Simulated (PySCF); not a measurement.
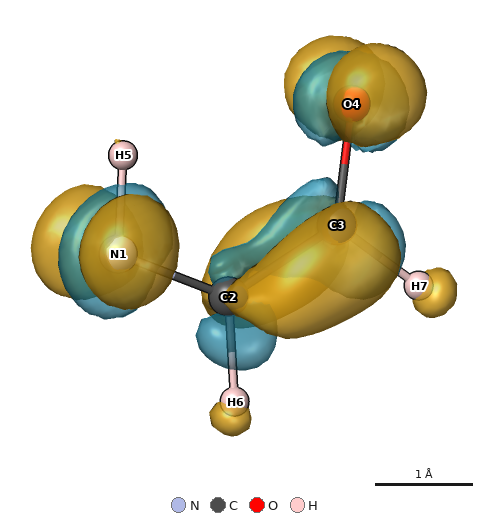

C$_{2}$H$_{3}$NO, charge −1, doublet, SMILES `N=C[CH][O-]`. Fukui function f⁻ = ρ(N) − ρ(N−1) at fixed geometry, surfaces at ±0.04 e/Å³ (yellow positive, teal negative).

Level of theory: ωB97X/6-311+G** (PySCF), at a geometry from GFN2-xTB. No frequency check shows the geometry to be a minimum. GFN2-xTB doesn't know the spin state, so this open-shell geometry is rough.

On which atoms does the density change most on removal of an electron?

Answer. f⁻ (Hirshfeld-condensed) is largest on N1 (0.23), O4 (0.21) and C3 (0.19); the vertical detachment energy is 1.32 eV (to the singlet neutral species, which needn't be its lowest state). Condensed values hint at sites of electrophilic attack but needn't mark the atom that reacts. Shares this close don't rank the sites. Orbital relaxation makes it negative in places (0.19 e in all).
